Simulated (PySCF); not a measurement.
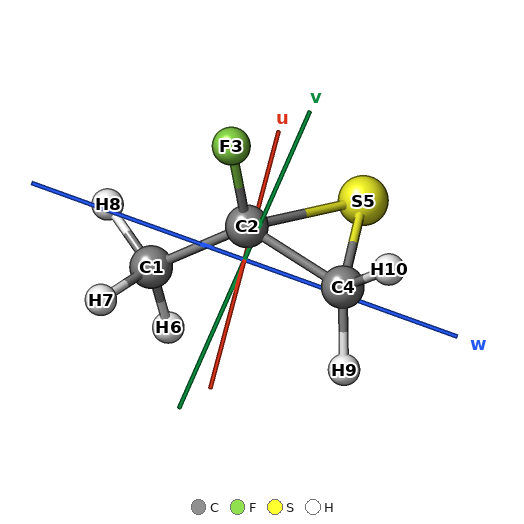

The lines u, v and w are the principal axes of the g tensor. The species has charge +1 and is a spin doublet. Computed geometry: GFN2-xTB optimisation. No frequency run is at hand to confirm it as a minimum. Properties computed with UKS B3LYP, pcH-1 on C F H S, non-relativistic, mean-field spin-orbit, GIAO (PySCF 2.14.0). The run warned: orbitally degenerate or nearly so: second-order g, spin-orbit hyperfine and D do not apply.

### Along which axis does g lie farthest from the free-electron value?

Along u (nearly parallel to the C4–S5 bond): the shift is 44866 ppm.

Give the principal values and shifts.

| axis | g | shift (ppm) |
| --- | --- | --- |
| u | 2.04719 | 44866 |
| v | 2.00222 | −100 |
| w | 2.02371 | 21394 |
